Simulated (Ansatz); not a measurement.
The calculation's input:

```
crystal:
  periodic: [false, false, false]
  atoms:
    - { symbol: Hf, position_ang: [0.393002, -0.206852, -0.472142] }
    - { symbol: O, position_ang: [-0.533522, -0.327031, 2.644672] }
    - { symbol: H, position_ang: [-1.036995, -1.121962, 2.867801] }
    - { symbol: F, position_ang: [1.533837, -0.409095, -1.975188] }
    - { symbol: F, position_ang: [-0.06521, 1.629515, -0.297521] }
    - { symbol: F, position_ang: [-1.057917, -1.430462, -0.631601] }
    - { symbol: H, position_ang: [1.443364, -0.744393, 0.954563] }
    - { symbol: H, position_ang: [0.38244, -0.657619, 2.486917] }
basis:
  gaussian: { orbitals: def2-SVP }
hamiltonian:
  xc: pbe0
  dispersion: d4
relax:
  f_tol: 0.03
  max_steps: 50
output:
  orbitals: {}
```

Command:

```sh
ansatz run input.yaml --threads 2 --pin off --max-ram 3072MiB --backend cpu --events-out ev --progress --plain --runs-dir out
```

The fields are those of the run's last geometry, not of the input's.

Core potentials replace the inner electrons of Hf.

All numbers below come from RKS PBE0-D4/def2-SVP (Ansatz 0.2.0).

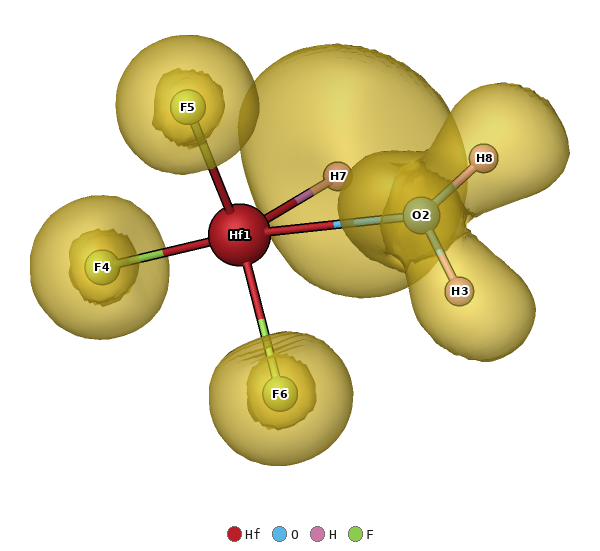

F₃H₃HfO. Isosurface of the electron localisation function at 0.75 (yellow), seen at a tilt. Only the valence region is drawn (cores and ρ < 0.01 e/Å³ removed).

Question: Identify the bonds, lone pairs and shells in this picture.

Answer: The ELF exceeds this value in one region around a hydrogen nucleus, three regions wrapped around F (the valence shell of each) and one joined region spread over several atoms (H, O), in which their bonds and any lone pairs are merged. Profiles from the grid: Hf–F (1.91 Å): the ELF peaks at about 0.85 in the valence shell of F, 0.5 Å from its nucleus, and drops to about 0.20 between the two atoms. Hf–O (2.33 Å): the ELF peaks at about 0.90 in the valence shell of O, 0.6 Å from its nucleus, and drops to about 0.10 between the two atoms.
